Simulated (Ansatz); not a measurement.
# How fast states decay through IBrCl2, part 2 of 3

Aim: relax a made-up compound, IBrCl2, and see how good a tunnel barrier it would be. It is built by putting I for part of the Br in the BrCl structure of space group Cmc2_1, with the volume rescaled by atomic radii. The parent structure comes from the Materials Project.

Ansatz 0.2.0; r2SCAN DFT, plane waves, PAW files (the session's first sound run).

So far. Step 2 (Cell and atoms at rest): The largest force component on a free atom ends at 0.017 eV/Å.

The structure was built from a prototype and need not be the compound's stable phase.

## 3. The bulk crystal and its band edges

The energy window and the wavevectors of the next steps follow from the band edges, so these are searched first, off the mesh as well.

input.yaml reads:

```yaml
crystal:
  lattice:
    - [3.4773127206, -2.4700975734, -0.0076272766]
    - [3.4773127206, 2.4700975734, 0.0076272766]
    - [0.0, 0.0237185812, 7.9816904828]
  atoms:
    - { symbol: I, position: [0.0003510575, 0.9996489425, 0.6252909707] }
    - { symbol: Br, position: [0.999858954, 0.000141046, 0.1250024719] }
    - { symbol: Cl, position: [0.6993256925, 0.3006743075, 0.3615668356] }
    - { symbol: Cl, position: [0.300464296, 0.699535704, 0.8881397218] }
kpoints:
  mp_grid: { grid: [6, 6, 4] }
  band_path: { path: [VBM, CBM], npoints: 30 }
scf:
  occupations: { method: fixed }
hamiltonian:
  xc: r2scan
output:
  eigenvalues: true
  write_potential: true
  write_density: true
  volumetric_format: npy
  elf: true
```

Started as:

```sh
$ ansatz run input.yaml --threads 2 --pin off --max-ram 4096MiB --backend cpu --events-out ev --progress --plain --runs-dir out
```

Numbers of over 12 decimals in the logs are rounded to 6 here.

The log of the run:

```text
[...]
Crystal: 4 atoms, lattice volume = 137.113 Å³
Basis set: ecut = 500 eV, 3503 PW (Γ), exchange–correlation on 128×128×240 points (64 copies of the dense FFT grid, shifted against one another)
Bands: 23, of which v1, the nominal top of the filled ones, is band 19 counted from 1 (18 counted from 0)
Symmetry: 2 space group operations
[...]
k-points: 47 of 144 (time reversal used)
[...]
SCF iter   1: F=—  HF=-12488.448031 eV  |F-HF|=—  |Δ(HF+E_count)|=         —  Δρ=4.08e-3  dr2=2.59e-2  dr2_τ=2.35e-2  ethr=1.77e-3  ⟨swp⟩=5.1  Hψ=4675  notcnv=0  defer=94
[...]
SCF iter   7: F=-12488.454581 eV  HF=-12488.454581 eV  |F-HF|=5.88e-9  |Δ(HF+E_count)|=   1.49e-7  Δρ=5.45e-6  dr2=5.89e-8  dr2_τ=4.64e-9  ethr=2.63e-10  ⟨swp⟩=7.1  Hψ=5698  notcnv=0
SCF 1 converged in 7 iterations: F = -12488.454581 eV  dr2 = 5.89e-8
[...]
NSCF: frozen V_eff on 68 k-points
[...]
SCF converged after 7 iterations
Free energy (F): -12488.454581 eV
[...]
Internal energy: -12488.454581 eV  (E = F + TS)
E sigma→0 (E₀):  -12488.454581 eV
Fermi energy:    1.838045 eV
[...]
--- Band table (eV; the first three rows and the last of 47) ---
  k-point 0: bands = [... 15 lower, 0.1144, 0.9379, 1.1685, 1.8380, 3.6756, 4.8006, 7.9798, 8.7682]
  k-point 1: bands = [... 15 lower, 0.3095, 0.9664, 1.1042, 1.8280, 3.6881, 4.5193, 8.2997, 8.9782]
  k-point 2: bands = [... 15 lower, 0.4586, 0.9944, 1.0390, 1.8175, 3.8342, 4.1211, 8.8289, 8.9993]
  k-point 46: bands = [... 15 lower, 0.4623, 0.8761, 0.8782, 1.0173, 3.7027, 4.0098, 9.7916, 10.7643]
```

Wall time 21 s (2 threads of AMD EPYC 9R45, shared host); peak memory 0.72 GiB.

In the SCF lines HF is the Harris–Foulkes energy and dr2 the Hartree energy of the density residual, in eV; the loop may stop once dr2 is under the threshold and the program's other checks hold. Hψ counts applications of the Hamiltonian.

This step gave:

- Fermi energy: 1.838 eV
- gap on the k-mesh: 1.817 eV
- gap on path: 1.789 eV, by band count; negative where bands overlap
- direct gap on path: 1.838 eV
- edge places on path: 0, 0.2560 1/A along the path

The electronic bands at the labelled points (eV, zero at the Fermi level (highest filled level under fixed occupations); v1 is the highest filled band, c1 the lowest empty one):

```tsv
point	v4	v3	v2	v1	c1	c2	c3	c4
VBM	-1.72	-0.90	-0.67	0.00	1.84	2.96	6.14	6.93
CBM	-1.54	-0.96	-0.67	-0.10	1.79	2.94	6.52	7.53
```

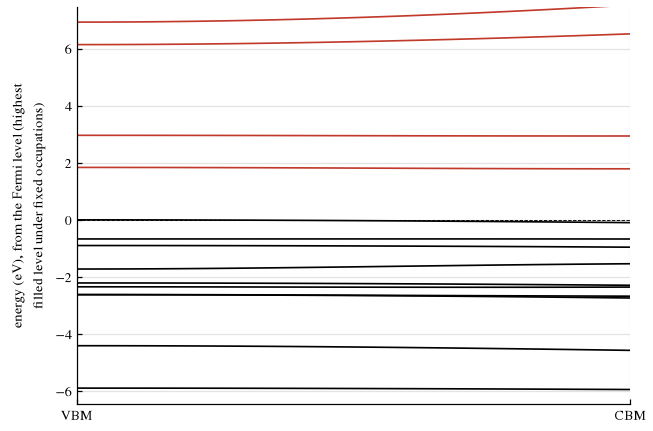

Electronic bands along the path; lines of filled and empty bands in two colours.

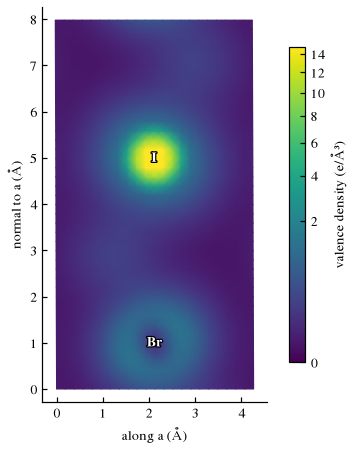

Valence density in the ac plane of the cell as run, not the conventional one, at fractional y = 0.000, with atoms of I and Br within 0.2 Å of it. It is the smooth field of the valence electrons, not physical close to the nuclei. The map starts off the cell's origin, so that atoms lie inside it. The colour scale is stretched toward low values.

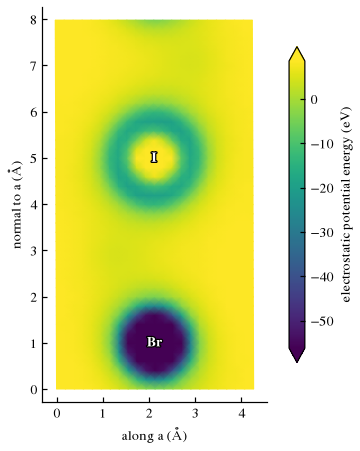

Electrostatic potential energy in the ac plane of the cell as run, not the conventional one, at fractional y = 0.000, with atoms of I and Br within 0.2 Å of it. With pseudopotentials it is smooth inside the atoms' cores, unlike the true potential. The map starts off the cell's origin, so that atoms lie inside it.

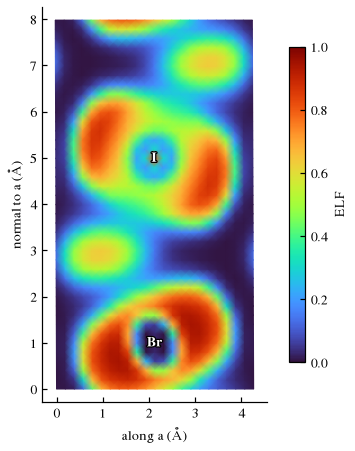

ELF in the ac plane of the cell as run, not the conventional one, at fractional y = 0.000, with atoms of I and Br within 0.2 Å of it. It is the smooth field of the valence electrons, not physical close to the nuclei. The map starts off the cell's origin, so that atoms lie inside it.

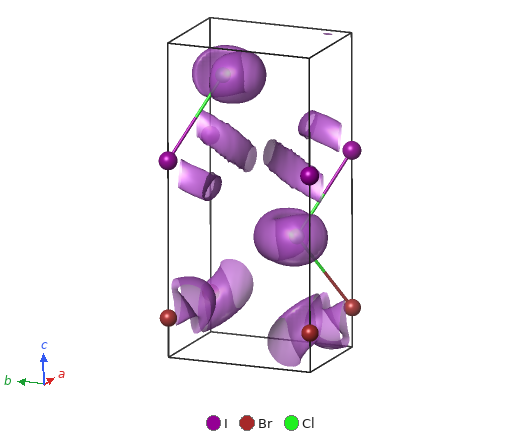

Surface of ELF = 0.85. Drawn on the cell as run, not the conventional one. Bonds to atoms that aren't drawn are left out.

The searched edges give 1.79 eV, under the 1.82 eV of the mesh, which misses an edge.

## 4. Complex bands, plane (010), k-mesh 4×8×8

This step: r2SCAN DFT, plane waves, PAW files; complex bands by layer matching along the plane's normal (Ansatz 0.2.0).

The same crystal is laid in a cell whose first two vectors span the (010) plane (indices of the standard conventional cell, whose axes can be ordered otherwise than in the bulk input). At fixed energy and wavevector in the plane the solver finds all kz, real and complex. A few wavevectors are listed, (0, 0) and (-0.0573, -0.1979) in units of the plane's reciprocal vectors; the slowest state needn't be among them.

input.yaml reads:

```yaml
crystal:
  lattice:
    - [7.981725724, 0.0, 0.0]
    - [-0.029934822, 4.940128004, 0.0]
    - [-0.014967411, 2.470064002, 3.477312721]
  atoms:
    - { symbol: I, position: [0.6252909707, 0.0003510575, 0.0] }
    - { symbol: Br, position: [0.1250024719, 0.999858954, 0.0] }
    - { symbol: Cl, position: [0.3615668356, 0.6993256925, 0.0] }
    - { symbol: Cl, position: [0.8881397218, 0.300464296, 0.0] }
kpoints:
  mp_grid: { grid: [4, 8, 8] }
scf:
  occupations: { method: fixed }
hamiltonian:
  xc: r2scan
output:
  eigenvalues: true
  transmission:
    leads: [[0, 0]]
    kpoints: [[0.0, 0.0], [-0.0573, -0.1979]]
    e_range: [-1.0, 2.79]
    de: 0.06
```

The log of the run:

```text
[...]
Crystal: 4 atoms, lattice volume = 137.113 Å³
Basis set: ecut = 500 eV, 3503 PW (Γ), exchange–correlation on 240×160×128 points (64 copies of the dense FFT grid, shifted against one another)
Bands: 23, of which v1, the nominal top of the filled ones, is band 19 counted from 1 (18 counted from 0)
Symmetry: 2 space group operations
[...]
k-points: 78 of 256 (time reversal used)
[...]
SCF iter   1: F=—  HF=-12488.448016 eV  |F-HF|=—  |Δ(HF+E_count)|=         —  Δρ=4.08e-3  dr2=2.59e-2  dr2_τ=2.35e-2  ethr=1.77e-3  ⟨swp⟩=5.1  Hψ=7748  notcnv=0  defer=156
[...]
SCF iter   7: F=-12488.454583 eV  HF=-12488.454583 eV  |F-HF|=1.70e-8  |Δ(HF+E_count)|=   3.45e-7  Δρ=5.37e-6  dr2=4.41e-8  dr2_τ=3.29e-9  ethr=2.63e-10  ⟨swp⟩=7.2  Hψ=9369  notcnv=0
SCF 1 converged in 7 iterations: F = -12488.454583 eV  dr2 = 4.41e-8
[...]
transmission: 6 of 12 steps passed
transmission: 12 of 12 steps passed
SCF converged after 7 iterations
Free energy (F): -12488.454583 eV
[...]
Internal energy: -12488.454583 eV  (E = F + TS)
E sigma→0 (E₀):  -12488.454583 eV
Fermi energy:    1.838038 eV
[...]
--- Band table (eV; the first three rows and the last of 78) ---
  k-point 0: bands = [... 15 lower, 0.1144, 0.9379, 1.1685, 1.8380, 3.6756, 4.8006, 7.9798, 8.7682]
  k-point 1: bands = [... 15 lower, 0.1865, 0.8429, 1.1385, 1.7190, 3.6912, 4.7625, 8.4106, 9.1729]
  k-point 2: bands = [... 15 lower, 0.1677, 0.4957, 1.0526, 1.6144, 3.7292, 4.6784, 9.1739, 9.7817]
  k-point 77: bands = [... 15 lower, 0.9031, 1.1206, 1.3213, 1.4848, 4.0264, 4.4384, 10.1787, 10.4152]
--- Transmission ---
  basis      : 409 plane waves across, 6 finite elements along
  points     : 2, as listed
  energies   : 64 from -1.000000 to 2.780000 eV about the Fermi level, 0.060000 eV apart; the leads are filled to 0.907641 eV, and channels, transmission and decay are at 0.920000 eV
  crystal 0  : I1Br1Cl2, at the sites [0, 0], period 3.4773 Å: whole cells are its period
    offset         : up to 0.0000 Å between an atom of the period and one for which it stands
    channels       : 0.000000e0 a spin
    conductance    : none, the energies end too early or step too widely for 300 K: set another output.transmission.e_range or a lower de, or, where they end at an eighth of basis.ecutwfc, a higher one
    slowest decay  : 0.3796 /Å at (-0.0573, -0.1979)
```

It took 63 s on 2 threads; peak memory 1.5 GiB; 1.7 min of CPU time.

Numbers from this step:

| Property | Result |
| --- | --- |
| gap on the k-mesh | 1.815 eV |
| level to which the leads are filled | 0.9076 eV from the Fermi level |
| decay constant at the filling level, zone centre | 0.3803 Å⁻¹ |
| decay constant at the filling level, slowest listed point | 0.3796 Å⁻¹ |

K parallel (0, 0); values up to 1.5 1/Å, a degenerate pair printed once or twice; energies at which all values exceed this have no row. Im kz of the slowest decaying states against energy, zero at the highest filled level on the SCF mesh:

```tsv
energy (eV)	decay 1 (Å⁻¹)	decay 2 (Å⁻¹)	decay 3 (Å⁻¹)	decay 4 (Å⁻¹)
-1.000	0.399	0.471	0.533	0.684
-0.520	0.353	0.445	0.493	0.515
0.020	0.0797	0.450	0.521	0.554
0.500	0.315	0.552	0.571	0.638
0.980	0.387	0.560	0.579	0.709
1.520	0.427	0.520	0.581	0.747
2.000	0.445	0.466	0.576	0.591
2.480	0.450	0.559	0.567	0.601
```

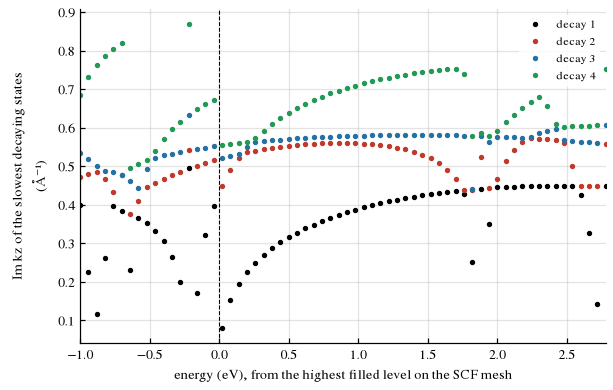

Im kz of the slowest decaying states, plotted against energy.

K parallel (-0.0573, -0.1979); values up to 1.5 1/Å, a degenerate pair printed once or twice; energies at which all values exceed this have no row. The Im kz of the slowest decaying states by energy, zero at the highest filled level on the SCF mesh:

```tsv
energy (eV)	decay 1 (Å⁻¹)	decay 2 (Å⁻¹)	decay 3 (Å⁻¹)	decay 4 (Å⁻¹)
-1.000	0.304	0.392	0.542	0.793
-0.520	0.291	0.314	0.579	0.874
0.020	0.222	0.429	0.441	0.600
0.500	0.356	0.501	0.612	0.619
0.980	0.380	0.542	0.613	0.683
1.520	0.328	0.573	0.593	0.683
2.000	0.456	0.502	0.624	0.744
2.480	0.538	0.551	0.626	0.636
```

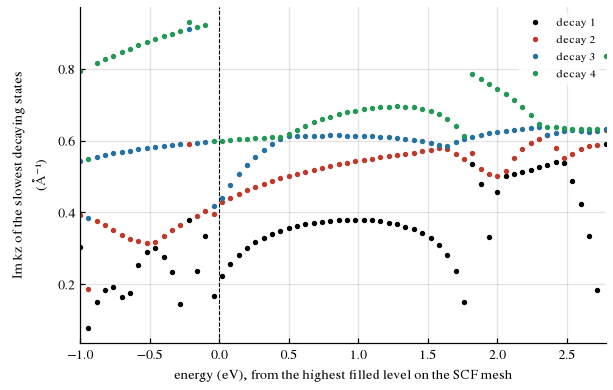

Im kz of the slowest decaying states against energy.

At the listed wavevectors the last open channel is at -0.04 eV and the next at +1.82 eV on the grid. At +0.92 eV, the grid energy nearest the filling level (the middle of the gap on the SCF mesh), the slowest state at the listed wavevectors decays with κ = 0.380 Å⁻¹, its amplitude falling by e over 2.6 Å. Through 1 nm of this crystal that state's transmission falls by exp(−2 × 0.380 Å⁻¹ × 10 Å) = 5.0e-4.

## 5. Decaying states in the gap, plane (001), k-mesh 6×6×4

The same for the (001) plane, at (0, 0), (-0.099, 0.099) and (0.5, 0), to see how the decay depends on direction.

input.yaml reads:

```yaml
crystal:
  lattice:
    - [4.265342185, 0.0, 0.0]
    - [1.404403984, 4.027504612, 0.0]
    - [-0.028008485, 0.039429129, 7.981579192]
  atoms:
    - { symbol: I, position: [0.0003510575, 0.9996489425, 0.6252909707] }
    - { symbol: Br, position: [0.999858954, 0.000141046, 0.1250024719] }
    - { symbol: Cl, position: [0.6993256925, 0.3006743075, 0.3615668356] }
    - { symbol: Cl, position: [0.300464296, 0.699535704, 0.8881397218] }
kpoints:
  mp_grid: { grid: [6, 6, 4] }
scf:
  occupations: { method: fixed }
hamiltonian:
  xc: r2scan
output:
  eigenvalues: true
  transmission:
    leads: [[0, 0]]
    kpoints: [[0.0, 0.0], [-0.099, 0.099], [0.5, 0.0]]
    e_range: [-1.0, 2.79]
    de: 0.08
```

The log of the run:

```text
[...]
Crystal: 4 atoms, lattice volume = 137.113 Å³
Basis set: ecut = 500 eV, 3503 PW (Γ), exchange–correlation on 128×128×240 points (64 copies of the dense FFT grid, shifted against one another)
Bands: 23, of which v1, the nominal top of the filled ones, is band 19 counted from 1 (18 counted from 0)
Symmetry: 2 space group operations
[...]
k-points: 47 of 144 (time reversal used)
[...]
SCF iter   1: F=—  HF=-12488.448016 eV  |F-HF|=—  |Δ(HF+E_count)|=         —  Δρ=4.08e-3  dr2=2.59e-2  dr2_τ=2.35e-2  ethr=1.77e-3  ⟨swp⟩=5.0  Hψ=4685  notcnv=0  defer=94
[...]
SCF iter   7: F=-12488.454581 eV  HF=-12488.454581 eV  |F-HF|=1.96e-9  |Δ(HF+E_count)|=   1.67e-7  Δρ=5.42e-6  dr2=5.61e-8  dr2_τ=4.41e-9  ethr=2.63e-10  ⟨swp⟩=7.3  Hψ=5666  notcnv=0
SCF 1 converged in 7 iterations: F = -12488.454581 eV  dr2 = 5.61e-8
[...]
transmission: 12 of 36 steps passed
transmission: 24 of 36 steps passed
transmission: 36 of 36 steps passed
SCF converged after 7 iterations
Free energy (F): -12488.454581 eV
[...]
Internal energy: -12488.454581 eV  (E = F + TS)
E sigma→0 (E₀):  -12488.454581 eV
Fermi energy:    1.838046 eV
[...]
--- Band table (eV; the first three rows and the last of 47) ---
  k-point 0: bands = [... 15 lower, 0.1144, 0.9379, 1.1685, 1.8380, 3.6756, 4.8006, 7.9798, 8.7682]
  k-point 1: bands = [... 15 lower, 0.3095, 0.9664, 1.1042, 1.8280, 3.6881, 4.5193, 8.2997, 8.9782]
  k-point 2: bands = [... 15 lower, 0.4586, 0.9944, 1.0390, 1.8175, 3.8342, 4.1211, 8.8289, 8.9993]
  k-point 46: bands = [... 15 lower, 0.4623, 0.8761, 0.8782, 1.0173, 3.7027, 4.0098, 9.7916, 10.7643]
--- Transmission ---
  basis      : 173 plane waves across, 12 finite elements along
  points     : 3, as listed
[...]
crystal 0  : I1Cl2Br1, at the sites [0, 0], period 7.9816 Å: whole cells are its period
[...]
channels       : 0.000000e0 a spin
[...]
slowest decay  : 0.2708 /Å at (0.5000, 0.0000)
```

It took 19 s on 2 threads; peak memory 0.81 GiB; 29 s of CPU time.

This step gave:

```
gap on the k-mesh                                         : 1.817 eV
level to which the leads are filled                       : 0.9084 eV from the Fermi level
decay constant at the filling level, zone centre          : 0.3411 Å⁻¹
decay constant at the filling level, slowest listed point : 0.2708 Å⁻¹
```

K parallel (0, 0); values up to 1.5 1/Å, a degenerate pair printed once or twice; energies at which all values exceed this have no row. The Im kz of the slowest decaying states by energy, zero at the highest filled level on the SCF mesh:

```tsv
energy (eV)	decay 1 (Å⁻¹)	decay 2 (Å⁻¹)	decay 3 (Å⁻¹)	decay 4 (Å⁻¹)
-1.0000	0.239	0.269	0.350	1.28
-0.7600	0.259	0.362	1.26	1.43
-0.5200	0.234	0.374	0.394	1.23
-0.2800	0.328	0.380	0.414	1.20
-0.0400	0.208	0.377	0.381	1.18
0.2800	0.376	0.417	0.577	1.14
0.5200	0.367	0.437	0.705	1.12
0.7600	0.353	0.451	0.803	1.10
1.0000	0.334	0.461	0.892	1.08
1.2400	0.307	0.468	1.04	1.05
1.4800	0.267	0.472	1.04	1.04
1.7200	0.192	0.474	1.02	1.05
1.9600	0.238	0.475	1.00	1.05
2.2800	0.0117	0.318	0.472	0.984
2.5200	0.345	0.468	0.968	1.04
2.7600	0.362	0.463	0.953	1.03
```

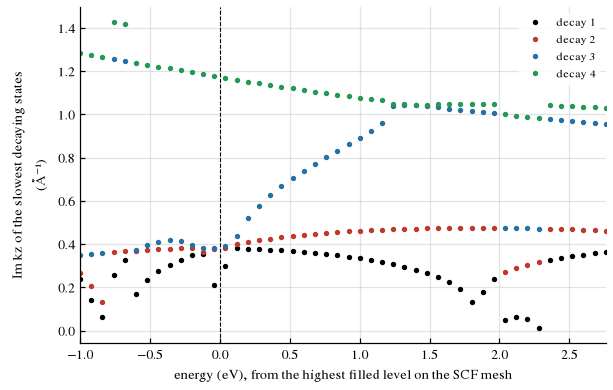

Im kz of the slowest decaying states against energy.

K parallel (-0.099, 0.099); values up to 1.5 1/Å, a degenerate pair printed once or twice; energies at which all values exceed this have no row. Table of Im kz of the slowest decaying states by energy, zero at the highest filled level on the SCF mesh:

```tsv
energy (eV)	decay 1 (Å⁻¹)	decay 2 (Å⁻¹)	decay 3 (Å⁻¹)	decay 4 (Å⁻¹)
-1.0000	0.142	0.154	0.171	0.622
-0.7600	0.228	0.292	0.575	1.16
-0.5200	0.124	0.314	0.348	0.529
-0.2800	0.281	0.286	0.374	0.477
-0.0400	0.243	0.344	0.369	0.485
0.2800	0.352	0.388	0.494	0.506
0.5200	0.349	0.412	0.478	0.597
0.7600	0.340	0.443	0.448	0.661
1.0000	0.323	0.439	0.445	0.711
1.2400	0.293	0.426	0.447	0.751
1.4800	0.241	0.408	0.449	0.783
1.7200	0.127	0.387	0.453	0.811
1.9600	0.375	0.457	0.835	0.927
2.2800	0.0584	0.391	0.462	0.876
2.5200	0.402	0.464	0.872	0.888
2.7600	0.407	0.464	0.863	0.890
```

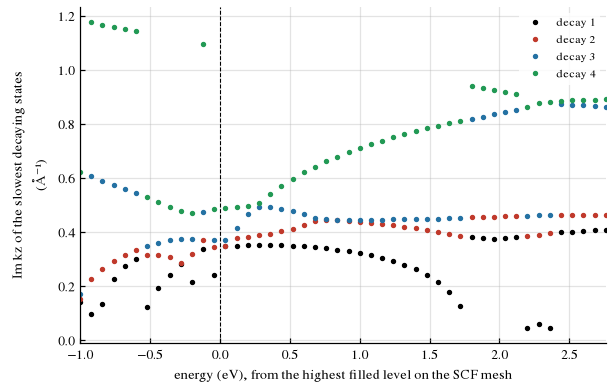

Im kz of the slowest decaying states against energy.

K parallel (0.5, 0); values up to 1.5 1/Å, a degenerate pair printed once or twice; energies at which all values exceed this have no row. Table of Im kz of the slowest decaying states by energy, zero at the highest filled level on the SCF mesh:

```tsv
energy (eV)	decay 1 (Å⁻¹)	decay 2 (Å⁻¹)	decay 3 (Å⁻¹)	decay 4 (Å⁻¹)
-1.0000	0.162	1.08	-	-
-0.7600	0.116	1.06	-	-
-0.5200	0.147	0.149	1.02	1.03
-0.2800	0.0937	0.222	0.984	1.01
-0.0400	0.125	0.270	0.359	0.944
0.2800	0.207	0.316	0.501	0.884
0.5200	0.239	0.342	0.582	0.826
0.7600	0.260	0.364	0.707	0.923
1.0000	0.275	0.381	0.703	0.905
1.2400	0.286	0.393	0.692	0.887
1.4800	0.294	0.399	0.673	0.870
1.7200	0.311	0.389	0.644	0.853
1.9600	0.345	0.590	0.835	1.40
2.2800	0.125	0.546	0.556	0.812
2.5200	0.0951	0.515	0.599	0.623
2.7600	0.507	0.622	0.647	0.776
```

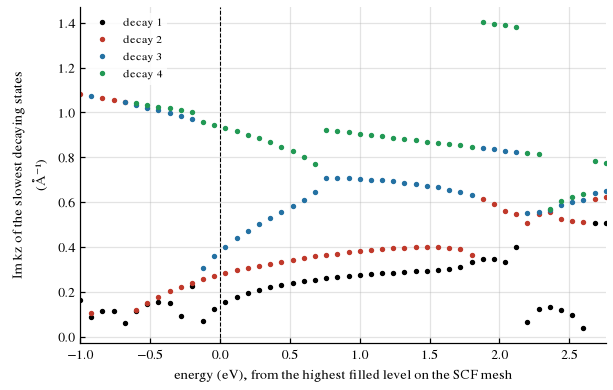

Im kz of the slowest decaying states, plotted against energy.

At the listed wavevectors the last open channel is at -0.12 eV and the next at +1.80 eV on the grid. At +0.92 eV, the grid energy nearest the filling level (the middle of the gap on the SCF mesh), the slowest state at the listed wavevectors decays with κ = 0.271 Å⁻¹, its amplitude falling by e over 3.7 Å; the first such run, plane (010), gave 0.380 Å⁻¹.

[end of part 2 of 3]

[Logs are printed without paths, hosts, clocks, repeated set-up lines and the standing remarks that a program may print on its own settings, such as how far it seeks lower states.]

[Hosts, paths, dates, database ids (printed as entryN), source tags and the programs' standing remarks are cut or masked in the printed files.]
